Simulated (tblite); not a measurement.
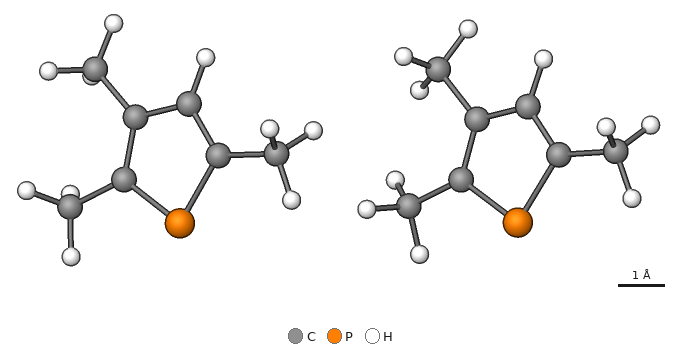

Two geometries of C7H10P (charge −1), drawn at one scale. One is the start of a relaxation, the other its converged end. The picture is a ball-and-stick view, seen at a tilt.

Method: GFN2-xTB geometry optimisation, gas phase (tblite 0.8.0). 

Which one is relaxed?

Answer. The left one is the relaxed one. After 104 geometry steps the energy has fallen by 10.3 kcal/mol. The atom that moves furthest after the best rigid fit is an H atom (0.56 Å). By element the largest moves are H 0.56 Å, C 0.09 Å, P 0.05 Å. Near-neighbour distances that change, for instance: C–C 1.359 → 1.402 Å, C–H 1.133 → 1.096 Å, C–P 1.795 → 1.758 Å, C–C 1.350 → 1.380 Å. Among the angles between lasting bonds that change: H–C–H 114.6° → 107.3°, C–C–P 106.0° → 112.3°, C–C–H 105.0° → 111.2°. Groups turn about C–C by about 30°, C–C by about 25°.
